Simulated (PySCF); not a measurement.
Vertical excitations of a molecule C2H7NSi2 from TDDFT-B3LYP/def2-SVPD (PySCF 2.14.0), as energy in eV (oscillator strength): 5.42 (0.000), 5.55 (0.032), 5.61 (0.000), 5.89 (0.049), 6.23 (0.000), 6.75 (0.023), 7.04 (0.000), 7.16 (0.030), 7.23 (0.536), 7.44 (0.001). Lowest triplet (TDA): 4.55 eV. Geometry optimised at ωB97X-D3(BJ)/def2-SVP. Other conformers were not sampled.

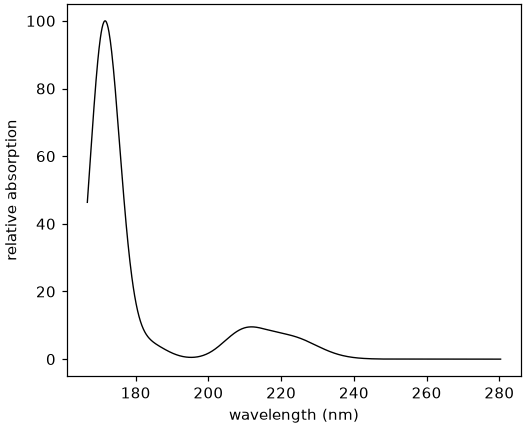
Fig. 1. The lines broadened by 0.4 eV.

Task: Which structure fits?
(A) N[SiH2]C#C[SiH3]
(B) C#C[SiH2]N[SiH3]
(C) [SiH3][C@H]1N=C[SiH2]1
(D) [SiH3]N1C=C[SiH2]1

Result: A, N[SiH2]C#C[SiH3]
